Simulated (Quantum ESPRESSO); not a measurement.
# The valence band of ScAl3 as photoemission sees it, part 12 of 18

Aim: the valence spectrum of ScAl3 from He I to hard X-rays, and which orbitals make each feature.

Quantum ESPRESSO 7.5; DFT, PBE, plane waves, ultrasoft GBRV pseudopotentials, scalar-relativistic (the session's first sound run).

So far, pressure (GPa): step 2 (the base run: self-consistent run) 0.955; step 6 (PBEsol ultrasoft GBRV, potentials gbrv-PBEsol-1.5) -1.33; step 10 (scale 0.96) 4.97.

**13. Another volume: bands**

The bands are solved at chosen points on the fixed potential.

Contents of bands.in:

```
&control
  calculation = 'bands'
  prefix = 'pes'
  outdir = './tmp'
  pseudo_dir = './pp'
  verbosity = 'high'
/
&system
  ibrav = 0
  nat = 4
  ntyp = 2
  ecutwfc = 40.0
  ecutrho = 200.0
  occupations = 'smearing'
  nbnd = 22
  smearing = 'fd'
  degauss = 0.00367
/
&electrons
  conv_thr = 2.4e-08
  mixing_beta = 0.5
  electron_maxstep = 120
  diago_full_acc = .true.
/
ATOMIC_SPECIES
Sc 44.9559 sc_pbe_v1.uspp.F.UPF
Al 26.9815 al_pbe_v1.uspp.F.UPF
CELL_PARAMETERS angstrom
 4.032559168 0.000000000 0.000000000
 0.000000000 4.032559168 0.000000000
 0.000000000 0.000000000 4.032559168
ATOMIC_POSITIONS crystal
Sc 0.000000000 0.000000000 0.000000000
Al 0.500000000 0.500000000 0.000000000
Al 0.000000000 0.500000000 0.500000000
Al 0.500000000 0.000000000 0.500000000
K_POINTS crystal
92
 0.00000000 0.00000000 0.00000000 1
 0.00000000 0.03333333 0.00000000 1
 0.00000000 0.06666667 0.00000000 1
 0.00000000 0.10000000 0.00000000 1
 0.00000000 0.13333333 0.00000000 1
 0.00000000 0.16666667 0.00000000 1
 ! [... 84 more points ...]
 0.50000000 0.50000000 0.03333333 1
 0.50000000 0.50000000 0.00000000 1
```

Launch:

```bash
OMP_NUM_THREADS=1 mpirun -n 4 pw.x -nk 4 -in bands.in > bands.out
```

What it wrote:

```text
[banner, memory and clock lines left out]
Program PWSCF v.7.5 starts

          URL

     Atomic positions and unit cell read from directory:
     ./tmp/pes.save/

     Message from routine setup:
     using ibrav=0 with symmetry is DISCOURAGED, use correct ibrav instead

     G-vector sticks info

     bravais-lattice index     =            0
     lattice parameter (alat)  =       7.6204  a.u.
     unit-cell volume          =     442.5261 (a.u.)^3
     number of atoms/cell      =            4
     number of atomic types    =            2
     number of electrons       =        20.00
     number of Kohn-Sham states=           22
     kinetic-energy cutoff     =      40.0000  Ry
     charge density cutoff     =     200.0000  Ry
     Exchange-correlation= SLA  PW   PBE  PBE
                           (   1   4   3   4   0   0   0)

     celldm(1)=   7.620432  celldm(2)=   0.000000  celldm(3)=   0.000000
     celldm(4)=   0.000000  celldm(5)=   0.000000  celldm(6)=   0.000000

     crystal axes: (cart. coord. in units of alat)
               a(1) = (   1.000000   0.000000   0.000000 )
               a(2) = (   0.000000   1.000000   0.000000 )
               a(3) = (   0.000000   0.000000   1.000000 )

     reciprocal axes: (cart. coord. in units 2 pi/alat)
               b(1) = (  1.000000  0.000000  0.000000 )
               b(2) = (  0.000000  1.000000  0.000000 )
               b(3) = (  0.000000  0.000000  1.000000 )

     PseudoPot. # 1 for Sc read from file:
     ./pp/sc_pbe_v1.uspp.F.UPF
     Pseudo is Ultrasoft + core correction, Zval = 11.0
     Generated by new atomic code, or converted to UPF format
     Using radial grid of  849 points,  6 beta functions with:
                l(1) =   0
                l(2) =   0
                l(3) =   1
                l(4) =   1
                l(5) =   2
                l(6) =   2
     Q(r) pseudized with  6 coefficients,  rinner =    1.200   1.200   1.200
                                                       1.200   1.200

     PseudoPot. # 2 for Al read from file:
     ./pp/al_pbe_v1.uspp.F.UPF
     Pseudo is Ultrasoft + core correction, Zval =  3.0
     Generated by new atomic code, or converted to UPF format
     Using radial grid of  893 points,  3 beta functions with:
                l(1) =   0
                l(2) =   1
                l(3) =   2
     Q(r) pseudized with  8 coefficients,  rinner =    0.900   0.900   0.900
                                                       0.900   0.900

     atomic species   valence    mass     pseudopotential
     Sc               11.00    44.95590     Sc( 1.00)
     Al                3.00    26.98150     Al( 1.00)

     48 Sym. Ops., with inversion, found

                                    s                        frac. trans.

      isym =  1     identity

 cryst.   s( 1) = (     1          0          0      )
                  (     0          1          0      )
                  (     0          0          1      )

 cart.    s( 1) = (  1.0000000  0.0000000  0.0000000 )
                  (  0.0000000  1.0000000  0.0000000 )
                  (  0.0000000  0.0000000  1.0000000 )

      isym =  2     180 deg rotation - cart. axis [0,0,1]

 cryst.   s( 2) = (    -1          0          0      )
                  (     0         -1          0      )
                  (     0          0          1      )

 cart.    s( 2) = ( -1.0000000  0.0000000  0.0000000 )
                  (  0.0000000 -1.0000000  0.0000000 )
                  (  0.0000000  0.0000000  1.0000000 )

      isym =  3     180 deg rotation - cart. axis [0,1,0]

 cryst.   s( 3) = (    -1          0          0      )
                  (     0          1          0      )
                  (     0          0         -1      )

 cart.    s( 3) = ( -1.0000000  0.0000000  0.0000000 )
                  (  0.0000000  1.0000000  0.0000000 )
                  (  0.0000000  0.0000000 -1.0000000 )

      isym =  4     180 deg rotation - cart. axis [1,0,0]

 cryst.   s( 4) = (     1          0          0      )
                  (     0         -1          0      )
                  (     0          0         -1      )

 cart.    s( 4) = (  1.0000000  0.0000000  0.0000000 )
                  (  0.0000000 -1.0000000  0.0000000 )
                  (  0.0000000  0.0000000 -1.0000000 )

      isym =  5     180 deg rotation - cart. axis [1,1,0]

 cryst.   s( 5) = (     0          1          0      )
[...]
cart.    s( 5) = (  0.0000000  1.0000000  0.0000000 )
[...]
isym =  6     180 deg rotation - cart. axis [1,-1,0]

 cryst.   s( 6) = (     0         -1          0      )
[...]
cart.    s( 6) = (  0.0000000 -1.0000000  0.0000000 )
[...]
isym =  7      90 deg rotation - cart. axis [0,0,-1]

 cryst.   s( 7) = (     0         -1          0      )
[...]
cart.    s( 7) = (  0.0000000  1.0000000  0.0000000 )
[...]
isym =  8      90 deg rotation - cart. axis [0,0,1]

 cryst.   s( 8) = (     0          1          0      )
[...]
cart.    s( 8) = (  0.0000000 -1.0000000  0.0000000 )
[...]
isym =  9     180 deg rotation - cart. axis [1,0,1]

 cryst.   s( 9) = (     0          0          1      )
[...]
cart.    s( 9) = (  0.0000000  0.0000000  1.0000000 )
[...]
isym = 10     180 deg rotation - cart. axis [-1,0,1]

 cryst.   s(10) = (     0          0         -1      )
[...]
cart.    s(10) = (  0.0000000  0.0000000 -1.0000000 )
[...]
isym = 11      90 deg rotation - cart. axis [0,1,0]

 cryst.   s(11) = (     0          0         -1      )
[...]
cart.    s(11) = (  0.0000000  0.0000000  1.0000000 )
[...]
isym = 12      90 deg rotation - cart. axis [0,-1,0]

 cryst.   s(12) = (     0          0          1      )
[...]
cart.    s(12) = (  0.0000000  0.0000000 -1.0000000 )
[...]
isym = 13     180 deg rotation - cart. axis [0,1,1]

 cryst.   s(13) = (    -1          0          0      )
[...]
cart.    s(13) = ( -1.0000000  0.0000000  0.0000000 )
[...]
isym = 14     180 deg rotation - cart. axis [0,1,-1]

 cryst.   s(14) = (    -1          0          0      )
[...]
cart.    s(14) = ( -1.0000000  0.0000000  0.0000000 )
[...]
isym = 15      90 deg rotation - cart. axis [-1,0,0]

 cryst.   s(15) = (     1          0          0      )
[...]
cart.    s(15) = (  1.0000000  0.0000000  0.0000000 )
[...]
k(   86) = (   0.5000000   0.5000000   0.2000000), wk =   0.0217391
        k(   87) = (   0.5000000   0.5000000   0.1666667), wk =   0.0217391
        k(   88) = (   0.5000000   0.5000000   0.1333333), wk =   0.0217391
        k(   89) = (   0.5000000   0.5000000   0.1000000), wk =   0.0217391
        k(   90) = (   0.5000000   0.5000000   0.0666667), wk =   0.0217391
        k(   91) = (   0.5000000   0.5000000   0.0333333), wk =   0.0217391
        k(   92) = (   0.5000000   0.5000000   0.0000000), wk =   0.0217391

     Dense  grid:    21247 G-vectors     FFT dimensions: (  36,  36,  36)

     Smooth grid:    15203 G-vectors     FFT dimensions: (  32,  32,  32)

     Dynamical RAM for                 wfc:       0.63 MB

     Dynamical RAM for     wfc (w. buffer):       0.63 MB

     Dynamical RAM for           str. fact:       0.65 MB

     Dynamical RAM for           local pot:       0.00 MB

     Dynamical RAM for          nlocal pot:       1.30 MB

     Dynamical RAM for                qrad:       2.27 MB

     Dynamical RAM for          rho,v,vnew:       2.04 MB

     Dynamical RAM for           G-vectors:       1.33 MB

     Dynamical RAM for          h,s,v(r/c):       0.09 MB

     Dynamical RAM for          <psi|beta>:       0.02 MB

     Dynamical RAM for                 psi:       1.27 MB

     Dynamical RAM for                hpsi:       1.27 MB

     Dynamical RAM for                spsi:       1.27 MB

     Dynamical RAM for      wfcinit/wfcrot:       1.28 MB

     Dynamical RAM for           addusdens:      15.56 MB

     Check: negative core charge=   -0.000001

     The potential is recalculated from file :
     ./tmp/pes.save/charge-density

     Starting wfcs are   25 randomized atomic wfcs

     Band Structure Calculation
     Davidson diagonalization with overlap

     Computing kpt #:     1  of    23 on this pool

     Computing kpt #:     2  of    23 on this pool

     Computing kpt #:     3  of    23 on this pool

     Computing kpt #:     4  of    23 on this pool

     Computing kpt #:     5  of    23 on this pool

     Computing kpt #:     6  of    23 on this pool

     Computing kpt #:     7  of    23 on this pool

     Computing kpt #:     8  of    23 on this pool

     Computing kpt #:     9  of    23 on this pool

     Computing kpt #:    10  of    23 on this pool

     Computing kpt #:    11  of    23 on this pool

     Computing kpt #:    12  of    23 on this pool

     Computing kpt #:    13  of    23 on this pool

     Computing kpt #:    14  of    23 on this pool

     Computing kpt #:    15  of    23 on this pool

     Computing kpt #:    16  of    23 on this pool

     Computing kpt #:    17  of    23 on this pool

     Computing kpt #:    18  of    23 on this pool

     Computing kpt #:    19  of    23 on this pool

     Computing kpt #:    20  of    23 on this pool

     Computing kpt #:    21  of    23 on this pool

     Computing kpt #:    22  of    23 on this pool

     Computing kpt #:    23  of    23 on this pool

     ethr =  1.20E-10,  avg # of iterations = 37.9

     End of band structure calculation

          k = 0.0000 0.0000 0.0000 (  1863 PWs)   bands (ev):

   -39.1833 -17.9001 -17.9001 -17.9001  -0.6108   6.9992   6.9992   7.8012
     7.8012   7.8012  10.9601  11.0081  11.0081  11.0081  14.7292  14.7292
    15.1089  15.1089  15.1089  18.1776  18.1776  18.1776

          k = 0.0000 0.0333 0.0000 (  1891 PWs)   bands (ev):

   -39.1832 -17.9006 -17.9001 -17.9001  -0.6002   6.8619   7.0072   7.8023
     7.8023   7.9076  11.0013  11.0013  11.0074  11.0116  14.5327  14.7414
    15.1213  15.1213  15.2838  17.8693  17.8693  18.1654

          k = 0.0000 0.0667 0.0000 (  1887 PWs)   bands (ev):

   -39.1832 -17.9019 -17.9000 -17.9000  -0.5685   6.5620   7.0313   7.8056
     7.8056   8.1189  10.9819  10.9819  11.0218  11.1440  14.2063  14.7788
    15.1543  15.1543  15.5457  17.5066  17.5066  18.1293

          k = 0.0000 0.1000 0.0000 (  1895 PWs)   bands (ev):

   -39.1831 -17.9039 -17.8999 -17.8999  -0.5156   6.2017   7.0711   7.8108
     7.8108   8.3440  10.9523  10.9523  11.0386  11.3542  13.8552  14.8441
    15.1940  15.1940  15.7917  17.1936  17.1936  17.8445

          k = 0.0000 0.1333 0.0000 (  1891 PWs)   bands (ev):

   -39.1830 -17.9067 -17.8996 -17.8996  -0.4419   5.8158   7.1263   7.8176
     7.8176   8.5634  10.9157  10.9157  11.0613  11.6150  13.4958  14.9420
    15.2148  15.2148  16.0084  16.9584  16.9584  17.5002

          k = 0.0000 0.1667 0.0000 (  1887 PWs)   bands (ev):

   -39.1829 -17.9100 -17.8993 -17.8993  -0.3476   5.4188   7.1961   7.8254
     7.8254   8.7781  10.8761  10.8761  11.0893  11.8984  13.1359  15.0798
    15.1834  15.1834  16.1933  16.8329  16.8329  17.1321

          k = 0.0000 0.2000 0.0000 (  1895 PWs)   bands (ev):

   -39.1827 -17.9137 -17.8990 -17.8990  -0.2331   5.0192   7.2796   7.8337
     7.8337   8.9938  10.8371  10.8371  11.1215  12.1738  12.7809  15.0799
    15.0799  15.2668  16.3474  16.7609  16.8345  16.8345

          k = 0.0000 0.2333 0.0000 (  1891 PWs)   bands (ev):

   -39.1825 -17.9177 -17.8986 -17.8986  -0.0988   4.6223   7.3755   7.8419
     7.8419   9.2155  10.8016  10.8016  11.1567  12.4109  12.4356  14.9168
    14.9168  15.5120  16.4052  16.4737  16.9481  16.9481

          k = 0.0000 0.2667 0.0000 (  1891 PWs)   bands (ev):

[...]
14.7237  15.8076  16.0956  16.5757  17.1418  17.1418

          k = 0.0000 0.3000 0.0000 (  1907 PWs)   bands (ev):

[...]
14.5255  15.7656  16.2344  16.6571  17.3885  17.3885

          k = 0.0000 0.3333 0.0000 (  1916 PWs)   bands (ev):

[...]
14.3388  15.5462  16.6637  16.7209  17.3428  17.6698

          k = 0.0000 0.3667 0.0000 (  1900 PWs)   bands (ev):

[...]
14.1740  15.3803  16.7698  17.1394  17.2491  17.9718

          k = 0.0000 0.4000 0.0000 (  1908 PWs)   bands (ev):

[...]
14.0385  15.2690  16.8059  17.1716  17.6303  18.2811

          k = 0.0000 0.4333 0.0000 (  1896 PWs)   bands (ev):

[...]
13.9377  15.2017  16.8307  17.1137  18.0953  18.5772

          k = 0.0000 0.4667 0.0000 (  1896 PWs)   bands (ev):

[...]
13.8756  15.1668  16.8452  17.0779  18.4613  18.8177

          k = 0.0000 0.5000 0.0000 (  1888 PWs)   bands (ev):

[...]
13.8546  15.1562  16.8499  17.0657  18.6091  18.9188

[...]
13.9362  19.3773  19.3773  19.5057  20.7863  20.7863

          k = 0.4667 0.4667 0.4667 (  1880 PWs)   bands (ev):

[...]
13.9074  20.2055  20.2933  20.2933  20.9426  20.9426

          k = 0.5000 0.5000 0.5000 (  1904 PWs)   bands (ev):

[...]
13.9021  20.8701  20.8701  20.8701  21.0611  21.0611

          k = 0.4667 0.5000 0.4667 (  1884 PWs)   bands (ev):

[...]
13.9056  20.3220  20.3696  20.6402  20.8307  20.8658

          k = 0.4333 0.5000 0.4333 (  1880 PWs)   bands (ev):

[...]
6.6606   6.6731   6.8936  11.0302  12.3930  12.4094  13.8752  13.8998
    13.9215  19.5662  19.7264  20.0479  20.5387  20.7255

          k = 0.4000 0.5000 0.4000 (  1886 PWs)   bands (ev):

   -39.1788 -17.9296 -17.9259 -17.9256   3.6727   4.4805   4.9610   5.9050
     6.7157   6.7209   7.2339  11.3085  12.3976  12.4248  13.8408  13.8941
    13.9669  18.7566  19.0724  19.3774  20.2296  20.5801

          k = 0.3667 0.5000 0.3667 (  1876 PWs)   bands (ev):

   -39.1790 -17.9303 -17.9239 -17.9233   3.3051   4.2521   5.0915   6.1000
     6.7758   6.8402   7.6933  11.5997  12.4118  12.4345  13.7905  13.8803
    14.0748  17.9396  18.4479  18.6967  19.9588  20.4122

          k = 0.3333 0.5000 0.3333 (  1880 PWs)   bands (ev):

   -39.1793 -17.9312 -17.9213 -17.9206   2.9650   3.9871   5.2582   6.2673
     6.8538   7.0235   8.2273  11.8290  12.4265  12.4399  13.7212  13.8512
    14.2918  17.1397  17.8822  18.0516  19.7271  20.2168

          k = 0.3000 0.5000 0.3000 (  1898 PWs)   bands (ev):

   -39.1796 -17.9323 -17.9185 -17.9176   2.6547   3.7055   5.4599   6.4306
[... further rows ...]
```

Run time: 9.6 s. Hardware: 4 MPI ranks of Arm Neoverse V1, shared host.

The electronic bands at the labelled points (eV, zero at the Fermi level; # counts the bands kept):

| point | #3 | #4 | #5 | #6 | #7 | #8 | #9 | #10 |
| --- | --- | --- | --- | --- | --- | --- | --- | --- |
| Γ | -2.68 | -1.88 | -1.88 | -1.88 | 1.28 | 1.33 | 1.33 | 1.33 |
| X | -1.81 | -1.81 | -1.57 | 1.04 | 1.04 | 1.04 | 1.36 | 1.68 |
| M | -5.74 | -4.50 | -0.58 | -0.58 | 1.20 | 1.41 | 2.17 | 2.60 |
| Γ | -2.68 | -1.88 | -1.88 | -1.88 | 1.28 | 1.33 | 1.33 | 1.33 |
| R | -4.89 | -4.68 | -3.04 | -3.04 | -3.04 | 1.08 | 2.71 | 2.71 |
| X | -1.81 | -1.81 | -1.57 | 1.04 | 1.04 | 1.04 | 1.36 | 1.68 |
| jump to R | -4.89 | -4.68 | -3.04 | -3.04 | -3.04 | 1.08 | 2.71 | 2.71 |
| M | -5.74 | -4.50 | -0.58 | -0.58 | 1.20 | 1.41 | 2.17 | 2.60 |

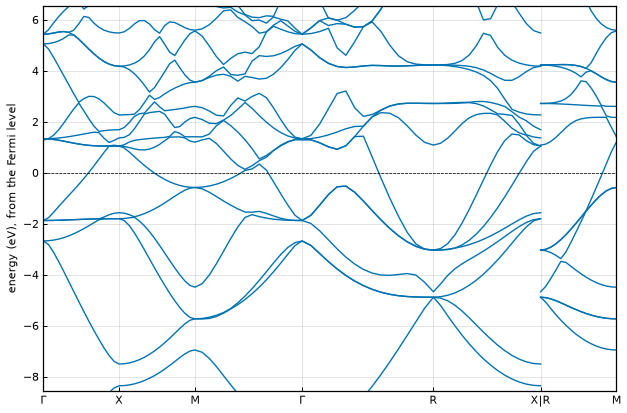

Electronic bands along the path.

Of the bands kept, 2 cross the Fermi level on this path.

(Continued in part 13 of 18.)

[Logs are printed without paths, hosts, clocks, repeated set-up lines and the standing remarks that a program may print on its own settings, such as how far it seeks lower states.]

[Hosts, paths, dates, database ids (printed as entryN), source tags and the programs' standing remarks are cut or masked in the printed files.]

[Maps of the electrostatic potential energy from Ansatz leave out the sawtooth potential of an applied field or a dipole correction, so their vacuum need not be flat; work functions include it.]

[Peak lists hold at most the 14 tallest peaks of each spectrum; further lines can be left out.]
